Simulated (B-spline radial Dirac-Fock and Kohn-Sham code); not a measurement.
# An X-ray data sheet for Cu⁴⁺, step by step

Aim: for copper as Cu⁴⁺, compute its photoionisation cross sections.

Program: B-spline radial Dirac-Fock and Kohn-Sham code, version 5. Model: a free atom or ion on a radial basis; each step names its model. All values are calculated, but those marked as tabulated.

### Step 1. What is computed

Cu⁴⁺, configuration 1s2 2s2 2p6 3s2 3p6 3d7.

```yaml
nuclear_charge: 29
electrons: 25
mass_number: 63
nuclear_rms_radius: 3.8823 fm
```

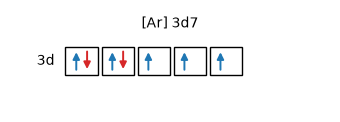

The shells outside the core; arrows follow Hund's rule for the drawing alone (heavy ions are jj-coupled), while the calculation averages over the configuration.

### Step 2. Photoionisation

Model: independent-particle photoionisation: Dirac-Hartree-Slater potential of the initial state with a Latter tail for bound and continuum orbitals, all multipoles (length form near threshold, velocity form far above), thresholds from Dirac-Fock Delta-SCF.

The item in task.json (cfg lists n, l and electrons):

```json
{
  "Z": 29,
  "q": 4,
  "cfg": [[1, 0, 2], [2, 0, 2], [2, 1, 6], [3, 0, 2], [3, 1, 6], [3, 2, 7]],
  "A": 63,
  "rrms": 3.8823,
  "tag": "ground",
  "do": ["photo", "binding", "quiet"],
  "hv": [46.5, 51.3, 68.7, 143.0, 162.0, 292.0, 305.0, 448.0, 890.0, 1030.0, 1240.0, 1620.0, 2090.0, 2780.0, 3780.0, 5090.0, 7010.0, 9760.0, 9990.0, 11100.0, 12000.0, 81700.0, 115000.0, 121000.0],
  "s": [0, 0.04, 0.05, 0.06, 0.08, 0.1, 0.13, 0.16, 0.2, 0.25, 0.31, 0.39, 0.49, 0.62, 0.77, 0.97, 1.21, 1.52, 1.91, 2.4, 3.01, 3.77, 4.73],
  "pz": [0, 0.1, 0.2, 0.3, 0.4, 0.5, 0.6, 0.8, 1.0, 1.2, 1.4, 1.6, 1.8, 2.0, 2.5, 3.0, 4.0, 5.0, 7.0, 10.0, 15.0, 20.0, 30.0, 40.0, 60.0, 100.0],
  "hv_scatter": [1000, 2000, 8047.8, 10000, 20000, 30000, 50000, 100000],
  "holes": ["K", "L1", "L2", "L3", "M1", "M2", "M3", "M4", "M5", "N1", "N2", "N3", "N4", "N5", "N6", "N7"]
}
```

Launch:

```
python xray_run.py task.json out
```

The program writes no log. Results of the run, from its result record (rounded, main fields):

```text
{
  "status": "converged",
  "shells": ["K", "L1", "L2", "L3", "M1", "M2", "M3", "M4", "M5"],
  "occupation": [2.0, 2.0, 2.0, 4.0, 2.0, 2.0, 4.0, 2.8, 4.2],
  "threshold [eV]": [9066.27, 1188.51, 1040.88, 1020.83, 207.087, 159.113, 156.391, 80.9462, 80.5764],
  "sigma [Mb]": [
    ["K", "-", "-", "-", "-", "-", "-", "-", "-", "-", "-", "-", "-", "-", "-", "-", "-", "-", 0.0213, 0.0202, 0.0153, 0.0125, 5.05e-05, 1.78e-05, 1.52e-05],
    ["L1", "-", "-", "-", "-", "-", "-", "-", "-", "-", "-", 0.105, 0.0678, 0.0434, 0.0253, 0.0136, 0.00714, 0.00344, 0.00156, 0.00147, 0.00113, 0.000931, 4.54e-06, 1.63e-06, 1.4e-06],
    ["L2", "-", "-", "-", "-", "-", "-", "-", "-", "-", "-", 0.189, 0.095, 0.0474, 0.0209, 0.00835, 0.00332, 0.00119, 0.000398, 0.000368, 0.000258, 0.000198, 2.01e-07, 5.8e-08, 4.83e-08],
    ["L3", "-", "-", "-", "-", "-", "-", "-", "-", "-", 0.577, 0.368, 0.183, 0.0906, 0.0396, 0.0157, 0.00618, 0.00219, 0.000725, 0.00067, 0.000468, 0.000358, 3.22e-07, 8.99e-08, 7.45e-08],
    ["M1", "-", "-", "-", "-", "-", 0.194, 0.183, 0.108, 0.0356, 0.0275, 0.0195, 0.0117, 0.00711, 0.00398, 0.00208, 0.00108, 0.000518, 0.000234, 0.000221, 0.00017, 0.00014, 6.92e-07, 2.49e-07, 2.14e-07],
    ["M2", "-", "-", "-", "-", 0.267, 0.24, 0.23, 0.139, 0.0398, 0.0291, 0.0191, 0.01, 0.00524, 0.00244, 0.00103, 0.000426, 0.000159, 5.47e-05, 5.07e-05, 3.58e-05, 2.76e-05, 3.02e-08, 8.76e-09, 7.3e-09],
    ["M3", "-", "-", "-", "-", 0.594, 0.494, 0.471, 0.28, 0.0779, 0.0567, 0.0369, 0.0193, 0.01, 0.00463, 0.00193, 0.000794, 0.000293, 9.98e-05, 9.23e-05, 6.49e-05, 4.99e-05, 4.84e-08, 1.36e-08, 1.12e-08],
    ["M4", "-", "-", "-", 1.89, 1.54, 0.43, 0.386, 0.138, 0.0171, 0.0105, 0.00561, 0.0022, 0.000869, 0.000297, 8.99e-05, 2.72e-05, 7.16e-06, 1.74e-06, 1.57e-06, 9.94e-07, 7.09e-07, 1.31e-10, 2.91e-11, 2.33e-11],
    ["M5", "-", "-", "-", 2.82, 2.29, 0.637, 0.572, 0.204, 0.0251, 0.0155, 0.00822, 0.00321, 0.00127, 0.000431, 0.00013, 3.92e-05, 1.03e-05, 2.47e-06, 2.23e-06, 1.41e-06, 1e-06, 1.72e-10, 3.71e-11, 2.97e-11]
  ],
  "beta_dipole": [
    ["K", "-", "-", "-", "-", "-", "-", "-", "-", "-", "-", "-", "-", "-", "-", "-", "-", "-", 2.0, 2.0, 2.0, 2.0, 1.98, 1.96, 1.96],
    ["L1", "-", "-", "-", "-", "-", "-", "-", "-", "-", "-", 2.0, 2.0, 2.0, 2.0, 2.0, 2.0, 2.0, 2.0, 2.0, 2.0, 2.0, 1.98, 1.96, 1.96],
    ["L2", "-", "-", "-", "-", "-", "-", "-", "-", "-", "-", 1.29, 1.44, 1.44, 1.39, 1.29, 1.17, 1.03, 0.871, 0.86, 0.811, 0.775, 0.0925, -0.0149, -0.0317],
    ["L3", "-", "-", "-", "-", "-", "-", "-", "-", "-", 0.764, 1.32, 1.46, 1.46, 1.41, 1.31, 1.18, 1.03, 0.862, 0.85, 0.796, 0.756, -0.133, -0.309, -0.337],
    ["M1", "-", "-", "-", "-", "-", 2.0, 2.0, 2.0, 2.0, 2.0, 2.0, 2.0, 2.0, 2.0, 2.0, 2.0, 2.0, 2.0, 2.0, 2.0, 2.0, 1.98, 1.96, 1.95],
    ["M2", "-", "-", "-", "-", -0.182, 1.36, 1.4, 1.57, 1.61, 1.59, 1.56, 1.5, 1.43, 1.34, 1.22, 1.1, 0.964, 0.819, 0.808, 0.763, 0.729, 0.0869, -0.0189, -0.0355],
    ["M3", "-", "-", "-", "-", -0.0376, 1.37, 1.4, 1.58, 1.62, 1.61, 1.58, 1.52, 1.45, 1.36, 1.24, 1.11, 0.964, 0.807, 0.795, 0.745, 0.708, -0.141, -0.315, -0.342],
    ["M4", "-", "-", "-", 0.756, 0.857, 1.16, 1.18, 1.23, 1.15, 1.11, 1.05, 0.948, 0.848, 0.739, 0.631, 0.532, 0.429, 0.338, 0.333, 0.309, 0.294, -0.254, -0.443, -0.472],
    ["M5", "-", "-", "-", 0.77, 0.869, 1.17, 1.18, 1.23, 1.14, 1.09, 1.03, 0.933, 0.835, 0.728, 0.622, 0.527, 0.429, 0.344, 0.339, 0.318, 0.304, -0.177, -0.361, -0.389]
  ]
}
```

Rows start with the subshell; columns follow the photon energies; blanks lie below or just at threshold.

Run time: 2.5 s. Hardware: 1 thread of Intel Xeon Platinum 8259CL at 2.50GHz (Skylake/Cascade Lake), shared host; peak memory 0.38 GiB.

Totals and shares by shell:

```csv
hν (eV),total (kb),K (%),L (%),M (%)
143.00,4700,-,-,100.0
162.00,4690,-,-,100.0
292.00,2000,-,-,100.0
305.00,1840,-,-,100.0
448.00,869,-,-,100.0
890.00,196,-,-,100.0
1030.0,717,-,80.6,19.4
1240.0,752,-,88.1,11.9
1620.0,393,-,88.2,11.8
2090.0,206,-,88.1,11.9
2780.0,97.6,-,87.9,12.1
3780.0,42.9,-,87.8,12.2
5090.0,19.0,-,87.6,12.4
7010.0,7.81,-,87.4,12.6
9760.0,24.4,87.4,11.0,1.6
9990.0,23.0,87.5,10.9,1.6
11100,17.5,87.8,10.6,1.6
12000,14.2,88.0,10.5,1.5
81700,0.0563,89.6,9.0,1.4
115000,0.0198,89.7,9.0,1.4
121000,0.0170,89.7,9.0,1.4
```

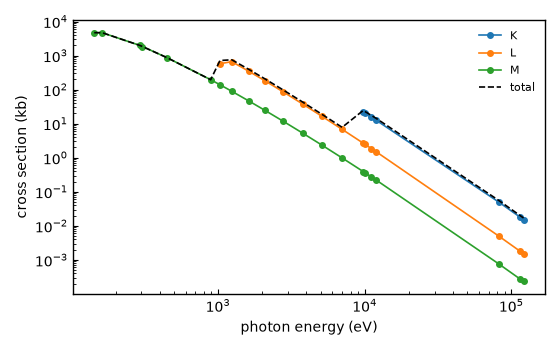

Photoionisation by shell at the energies asked; lines only join the points and miss the jumps at edges.

### Step 3. Results

| quantity | value |
| --- | --- |
| total at 1620.0 eV | 393 kb |
| strongest subshell at 1620.0 eV | L3 (2p3/2), 183 kb, β = 1.46 |

**Reading.** At 1620.0 eV, L3 (2p3/2) gives 47 % of the photoabsorption; at 121000 eV the K shell gives 90 %. Under 200 eV, coupling between channels can change such values by tens of per cent. The Hartree-Fock and Dirac-Fock values hold no electron correlation.
